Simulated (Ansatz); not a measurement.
SiH₄BrCl: several calculations on one system

### Relaxation

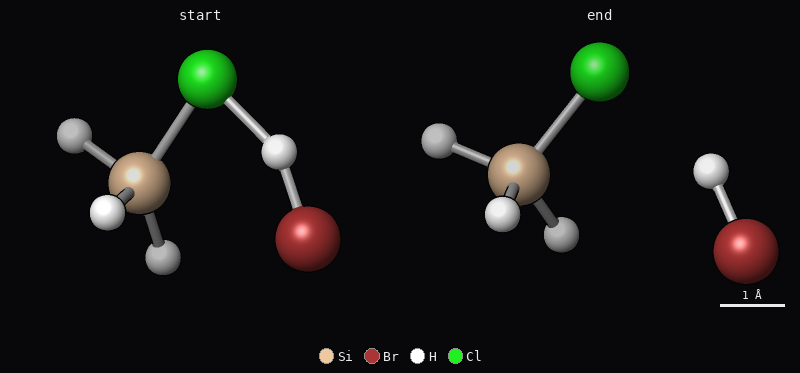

The structure of SiH₄BrCl (started from a transition state, displaced along its imaginary mode) before (left) and after (right) a relaxation, at one scale.

The picture is a ball-and-stick view, seen at a tilt.

All numbers below come from RKS PBE0-D4/def2-TZVP (Ansatz 0.2.0). Set-up: force threshold 0.005 eV/Å; at most 200 steps.

### What changed between the two?

Over 17 geometry steps the energy falls by 26.1 kcal/mol. Largest force component: 2.8 eV/Å at the start, 0.0031 eV/Å at the end. The forces were under the threshold at step 7, but the run went on from there. The atom that moves furthest after the best rigid fit is the Br atom (0.82 Å). Largest moves by element: Br 0.82 Å, H 0.61 Å, Cl 0.41 Å, Si 0.37 Å. Some distances before and after: Br–Si 2.952 → 4.095 Å, Br–Cl 2.990 → 3.864 Å, Cl–H 1.647 → 2.517 Å, Cl–Si 2.020 → 2.067 Å. Bonds break, among them: Cl–H (1.65 → 2.52 Å). Among the angles between lasting bonds that change: H–Si–Cl 130.6° → 108.0°, H–Si–Cl 95.9° → 107.4°, H–Si–Cl 100.8° → 108.0°. Cost: 37 s on 4 threads of Arm Neoverse V1, on a shared host.

### Relaxation

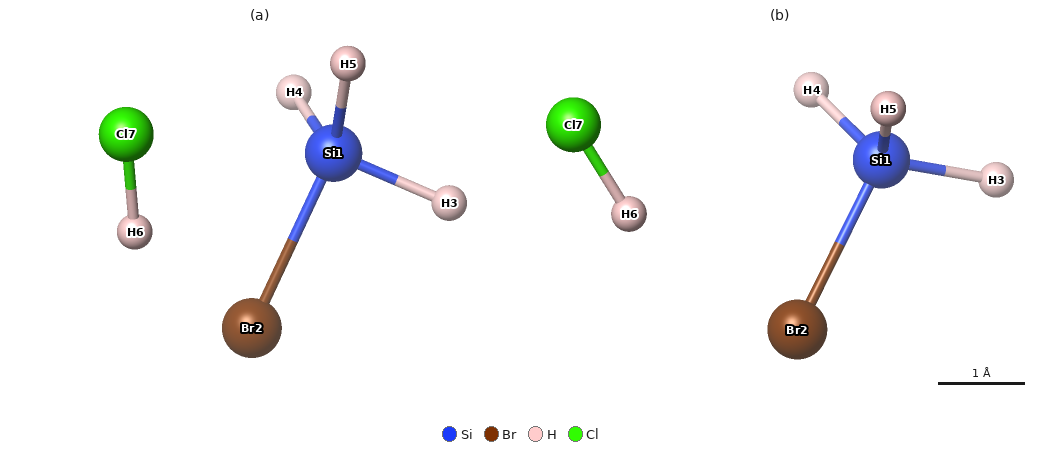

The structure of SiH$_{4}$BrCl (started from a transition state, displaced along its imaginary mode) before (left) and after (right) a relaxation, at one scale.

A ball-and-stick model, seen from a free direction.

Theory: Ansatz, RKS PBE0-D4/def2-TZVP. Set-up: force threshold 0.005 eV/Å; at most 200 steps.

**Summarise the run.**

After 19 accepted moves (21 points after the start) the energy has fallen by 20.2 kcal/mol. The largest force component goes from 1.2 to 0.0049 eV/Å. The line search rejected the trial steps at points 6, 15 of the run. The forces were under the threshold at step 10, but the run went on from there. The largest move after the best rigid fit is that of Cl7, 0.87 Å. By element the largest moves are Cl 0.87 Å, H 0.73 Å, Br 0.47 Å, Si 0.36 Å. Among the contacts that change: Si1–Cl7 2.863 → 3.939 Å, Br2–Cl7 3.235 → 3.795 Å, Br2–H6 2.112 → 2.575 Å, Si1–H5 1.542 → 1.478 Å. Among the angles between lasting bonds that change: Br2–Si1–H5 138.3° → 107.8°, Br2–Si1–H3 91.3° → 107.1°, H3–Si1–H5 102.2° → 111.2°.

### Reaction

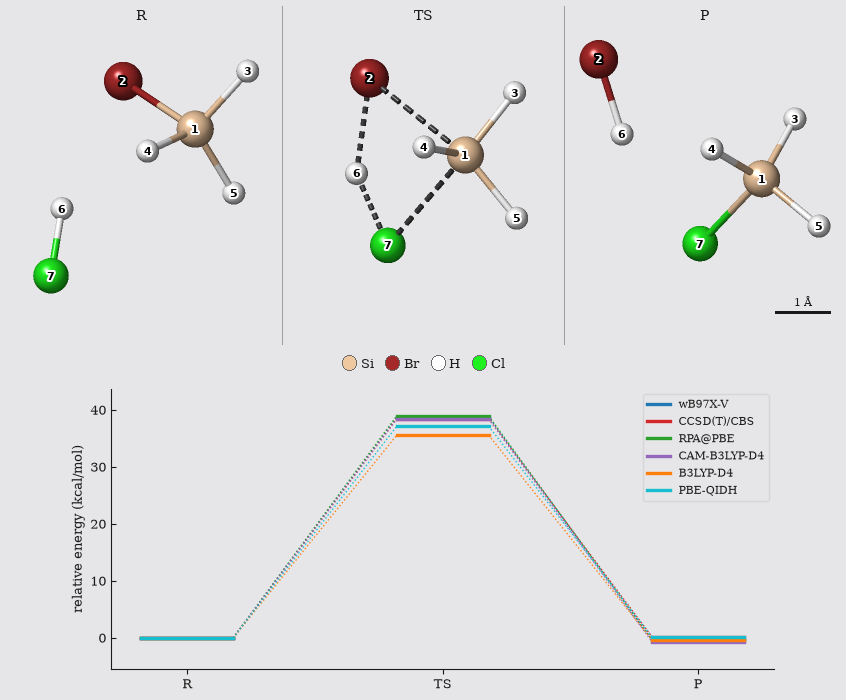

A reaction step of SiH4BrCl, with its energy diagram. A ball-and-stick model, seen at a tilt. Dashed sticks mark bonds that form or break.

Stationary points at PBE0-D4/def2-TZVP, single-point energies with wB97X-V, CCSD(T)/CBS, RPA@PBE, CAM-B3LYP-D4, B3LYP-D4, PBE-QIDH (def2-TZVPP where no basis is named; Ansatz 0.2.0). The energies are electronic, without zero-point or thermal terms, and both ends are the minima reached downhill from the saddle, with any fragments still in contact. CCSD(T)/CBS stands for a frozen-core estimate: MP2 correlation extrapolated from def2-TZVPP and def2-QZVPP, CCSD(T) minus MP2 from the smaller set.

Question: Describe the step and its energetics.

Answer: Counted by bonded pieces, R holds HCl + SiH₃Br and P holds HBr + SiH₃Cl. From R over the saddle to P, bonds form: Si1–Cl7 (3.94 → 2.44 → 2.07 Å), Br2–H6 (2.58 → 1.75 → 1.43 Å). Bonds break: Si1–Br2 (2.24 → 2.62 → 4.10 Å), H6–Cl7 (1.29 → 1.48 → 2.52 Å). The saddle has one imaginary mode, 488i cm⁻¹. With wB97X-V the barrier is 38.8 kcal/mol from R and 39.1 kcal/mol from P, and P lies 0.3 kcal/mol below R.

| level | barrier from R (kcal/mol) | barrier from P (kcal/mol) | P less R (kcal/mol) |
| --- | --- | --- | --- |
| wB97X-V | 38.8 | 39.1 | −0.3 |
| CCSD(T)/CBS | 38.5 | 38.3 | 0.1 |
| RPA@PBE | 39.0 | 39.4 | −0.4 |
| CAM-B3LYP-D4 | 38.4 | 39.1 | −0.7 |
| B3LYP-D4 | 35.6 | 36.0 | −0.4 |
| PBE-QIDH | 37.1 | 37.0 | 0.2 |

Against CCSD(T)/CBS, CAM-B3LYP-D4 comes closest on the barrier from R (−0.1 kcal/mol) and B3LYP-D4 misses most (−2.9 kcal/mol).

Limits of the set-up: the start holds two separate molecules, 2.6 Å apart at their closest, whose relative position is a soft coordinate.
